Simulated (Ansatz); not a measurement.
# CH₈AlN (SMILES C[NH2+][AlH3-]): what the fields show

Input

```
crystal:
  periodic: [false, false, false]
  atoms:
    - { symbol: C, position_ang: [1.21965, 0.10651, -0.60372] }
    - { symbol: "N", position_ang: [0.38759, -0.21248, 0.55496] }
    - { symbol: Al, position_ang: [0.60834, -2.15614, 1.14932] }
    - { symbol: H, position_ang: [2.28641, -0.02749, -0.4078] }
    - { symbol: H, position_ang: [0.91944, -0.53185, -1.43282] }
    - { symbol: H, position_ang: [1.03005, 1.13874, -0.89311] }
    - { symbol: H, position_ang: [-0.59497, -0.04973, 0.33856] }
    - { symbol: H, position_ang: [0.61911, 0.40159, 1.33462] }
    - { symbol: H, position_ang: [-0.39897, -2.06727, 2.35384] }
    - { symbol: H, position_ang: [0.13147, -2.86316, -0.17056] }
    - { symbol: H, position_ang: [2.14758, -2.14121, 1.46377] }
basis:
  gaussian: { orbitals: def2-SVP }
hamiltonian:
  xc: r2scan
relax:
  f_tol: 0.015
  max_steps: 40
output:
  orbitals: {}
```

Command:

```sh
ansatz run input.yaml --threads 2 --pin off --max-ram 3072MiB --backend cpu --events-out ev --progress --plain --runs-dir out
```

The fields are those of the relaxed geometry.

Level of theory: RKS r2SCAN/def2-SVP in Ansatz.

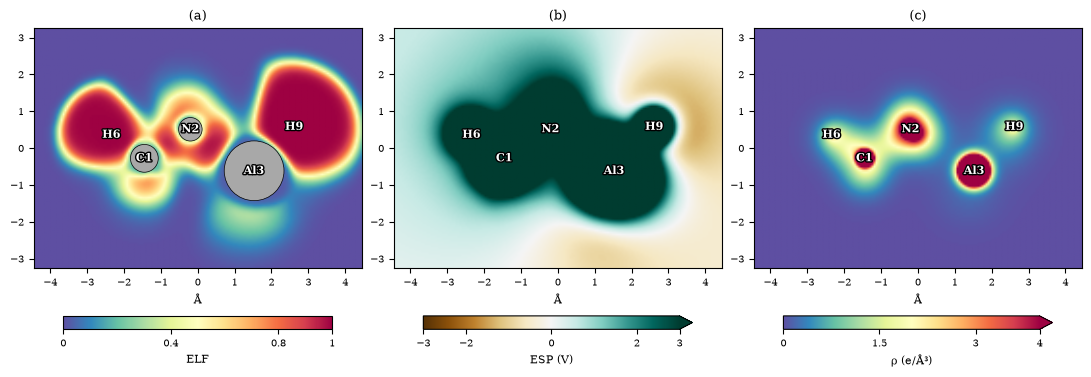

Figure 1. (a) electron localisation function; (b) electrostatic potential; (c) total electron density on the plane of atoms N2, C1 and H6. Grey discs cover the atomic cores in the ELF map.

Question: Describe what can be read from this map.

Answer: The section cuts through C, N, Al and H sites.
C–N (1.48 Å): ρ at the midpoint is about 1.8 e/Å³; the ELF peaks at about 0.95 between the atoms; a covalent bond.
Al–N (2.06 Å): the density is about 0.47 e/Å³ at the midpoint; the ELF peaks at about 0.95 in the valence shell of N, 0.7 Å from its nucleus, and is about 0.75 at the midpoint.
C–H (1.10 Å): the density is about 1.9 e/Å³ at the midpoint; the ELF climbs to about 1 towards the hydrogen, as it does in any bond to H (a covalent bond by its length).
Al–H (1.61 Å): the density is about 0.5 e/Å³ at the midpoint; the ELF climbs to about 1 towards the hydrogen.
Outside the dense part of the molecule the potential is most negative (−1.4 V) near H9.

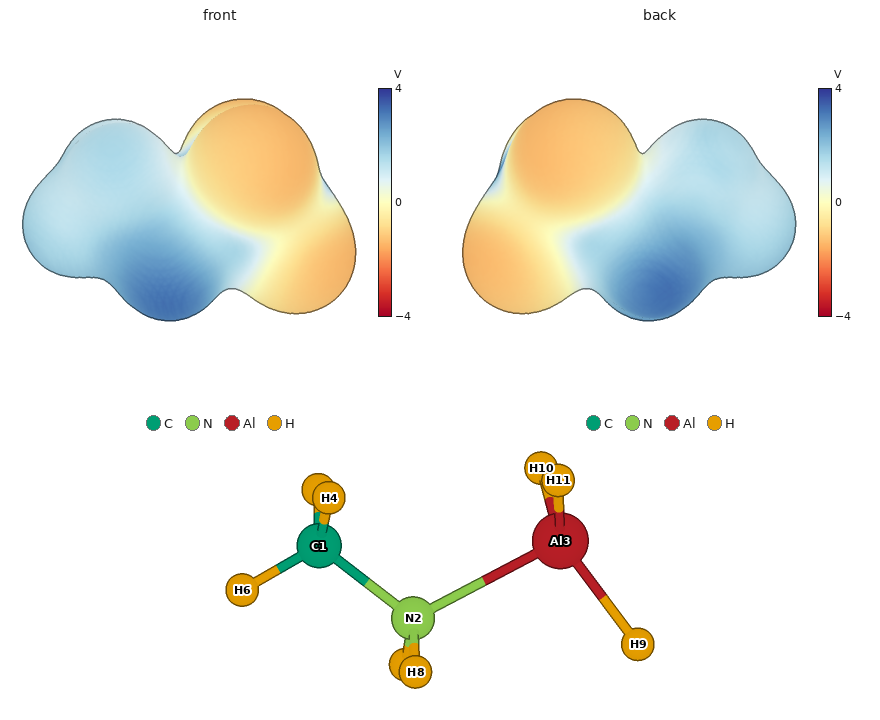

Figure 2. The molecular electrostatic potential painted on the density surface at 0.004 e/bohr³, seen from the front and from behind; the colour scale runs from red (negative) to blue (positive). The bare structure is drawn below in the same view.

Question: Where is the surface potential most negative and most positive?

Answer: The most negative region (about −1.4 V) lies over H9, H10 and H11, the most positive (about +3.2 V) over H7 and H8.
